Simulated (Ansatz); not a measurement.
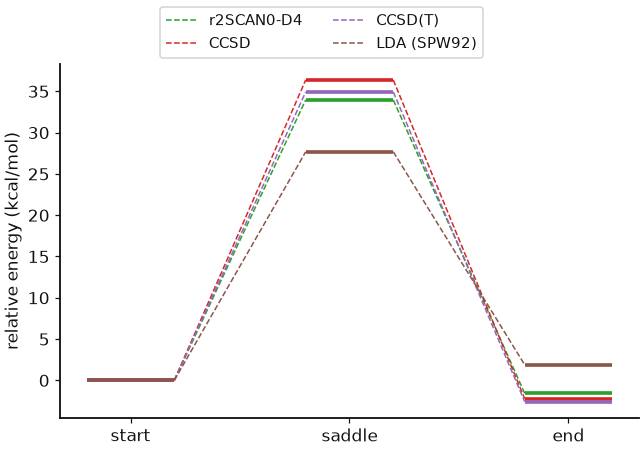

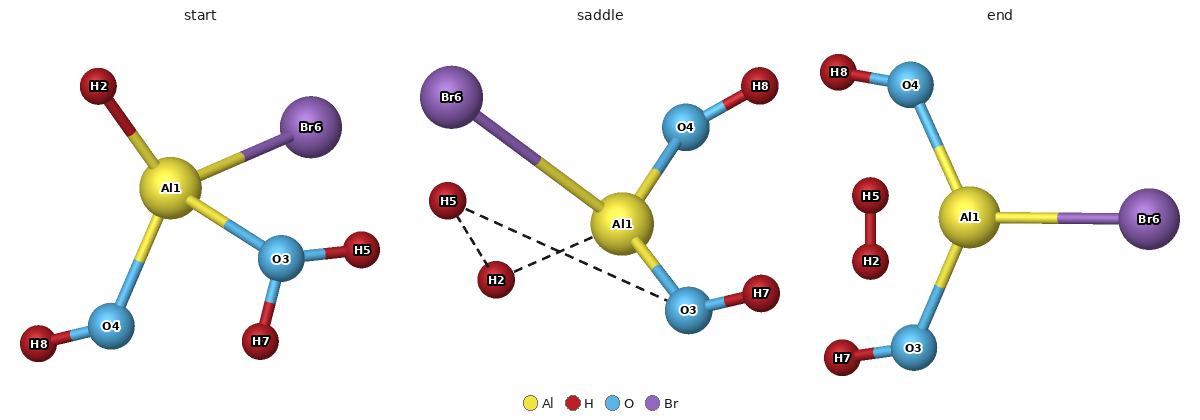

One elementary step of AlH₄O₂Br, singlet: start, first-order saddle point (changing pairs dashed) and end. Electronic energies at PBE0-D4/def2-TZVP geometries, energies in def2-TZVPP, the Ansatz code 0.2.0; cores frozen in correlated methods, no zero-point terms. Start and end are the structures at the ends of the path (complexes, where there are several molecules). On heavy atoms the filled d shell below the valence is correlated. Lines between the levels only guide the eye.

Which bonds change in the step?

H2–H5 (3.52 → 1.31 → 0.75 Å) forms; Al1–H2 (1.57 → 1.63 → 2.37 Å) and O3–H5 (0.97 → 3.09 → 3.13 Å) break (lengths at start, saddle and end; changes of bond order aren't listed). The imaginary mode at the saddle is 433.1i cm⁻¹ (PBE0-D4).

Give the barriers and step energies (kcal/mol).

```csv
level,barrier,reverse barrier,step energy
r2SCAN0-D4,34.0,35.5,−1.6
CCSD,36.4,38.6,−2.2
CCSD(T),34.9,37.5,−2.6
LDA (SPW92),27.7,25.8,1.9
```

Limits of at least one run: no scalar relativity up to krypton.
